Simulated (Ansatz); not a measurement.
```
Zr H Cl
1.0
     7.87379    0.00000    0.00000
     0.00000    0.00000   -7.87379
     0.00000    7.87379    0.00000
Zr H Cl
4 4 16
Cartesian
  0.0000 0.0000 -3.9369
  3.9369 3.9369 -3.9369
  3.9369 0.0000 0.0000
  0.0000 3.9369 0.0000
  5.9053 1.9684 -5.9053
  1.9684 5.9053 -5.9053
  1.9684 1.9684 -1.9684
  5.9053 5.9053 -1.9684
  2.9524 2.9524 -6.8893
  6.8893 6.8893 -6.8893
  6.8893 2.9524 -2.9524
  2.9524 6.8893 -2.9524
  0.9845 0.9845 -6.8893
  4.9214 4.9214 -6.8893
  4.9214 0.9845 -2.9524
  0.9845 4.9214 -2.9524
  2.9524 0.9845 -4.9214
  6.8893 4.9214 -4.9214
  6.8893 0.9845 -0.9845
  2.9524 4.9214 -0.9845
  0.9845 2.9524 -4.9214
  4.9214 6.8893 -4.9214
  4.9214 2.9524 -0.9845
  0.9845 6.8893 -0.9845
```

Space group F-43m; a structure generated by program, which may or may not match a known phase; spin-polarised.

Level of theory: Ansatz, DFT PBE, scalar-relativistic, plane waves, PAW.

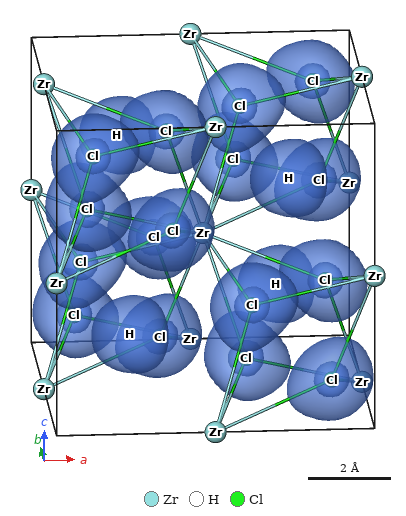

ZrHCl₄. Isosurface of the electron localisation function at 0.75 (blue), seen at an oblique angle. Core shells and regions of very low density are left out. Sticks mark near contacts.

In a PAW calculation such maps are meaningful between the atoms, not at the nuclei.

> Where are the electrons localised?

At this value the surface marks out four regions around hydrogen nuclei and 16 regions wrapped around Cl (the valence shell of each), counted in one cell of 24 atoms. Regions shared between cells count once. Along the contacts the grid gives the following. Zr–Cl (3.26 Å): the ELF is about 0.20 at the midpoint and 0.10 at its lowest between the atoms; no localised pair shows between them. Cl–H (3.26 Å): the ELF climbs to about 1 towards the hydrogen, as it does in any bond to H.
